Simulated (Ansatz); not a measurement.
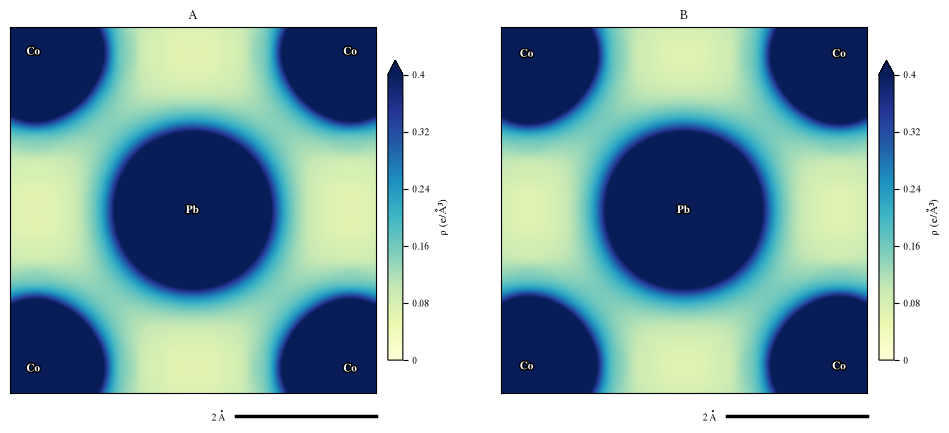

CoPb3. The valence charge density (pseudo) of two cells that differ in size, on the (010) plane of each (indices in the axes of the calculation cell), at one length scale and on one colour scale: A has 23.5 Å³ an atom and B 22.5.

Theory: DFT PBEsol, scalar-relativistic, plane waves, PAW (Ansatz).

The density is the valence pseudo-density of a PAW calculation; it isn't the true density close to the nuclei.

The larger cell:

```xyz
4
Lattice="4.5447 0.0000 0.0000 0.0000 4.5447 0.0000 0.0000 0.0000 4.5447" Properties=species:S:1:pos:R:3 pbc="T T T"
Pb    0.0000    2.2723    2.2723
Pb    2.2723    0.0000    2.2723
Pb    2.2723    2.2723    0.0000
Co    0.0000    0.0000    0.0000
```

The smaller cell: a = 4.481 Å, b = 4.481 Å, c = 4.481 Å, α = 90.00°, β = 90.00°, γ = 90.00°.

**What changes from the larger cell to the smaller?**

From the larger cell to the smaller, Co–Pb goes from 3.21 to 3.17 Å, and the density at its midpoint from 0.15 to 0.16 e/Å³; the pressure goes from 2.6 to 6 GPa; the largest moment (Co) goes from 1.6 to 1.5 μB.
